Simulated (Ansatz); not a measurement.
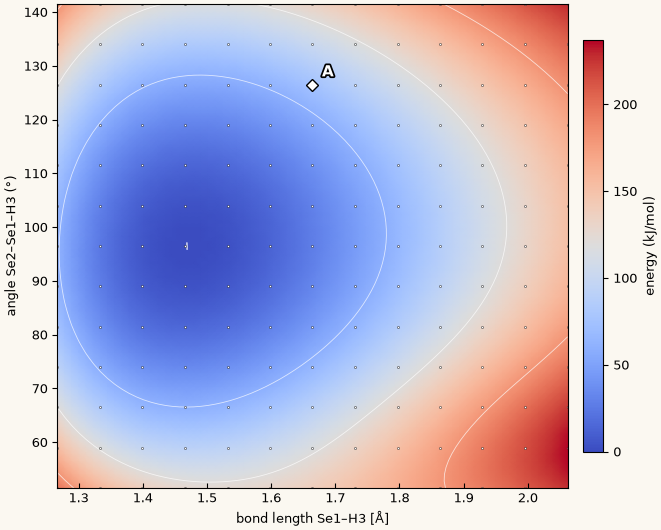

H2Se2, SMILES [SeH][SeH]. First axis: bond length Se1–H3. Second axis: angle Se2–Se1–H3. Nothing is relaxed (all other coordinates rigid). The scan uses a 13 × 13 grid. Energies are in kJ/mol, from the lowest grid point. All numbers below come from Ansatz, RKS PBE0-D4/def2-TZVP.

In the figure: a smooth colour map with a few white contour lines, dots at the grid points, the point A. Between grid points the surface is interpolated.

### Which way does the force act at A, and how strong is it?

A, at bond length Se1–H3 = 1.664 Å, angle Se2–Se1–H3 = 126.5°, is not a stationary point. The computed force is 210 kJ/mol for each Å towards smaller values of bond length Se1–H3 and 3.2 kJ/mol for each degree towards smaller values of angle Se2–Se1–H3.
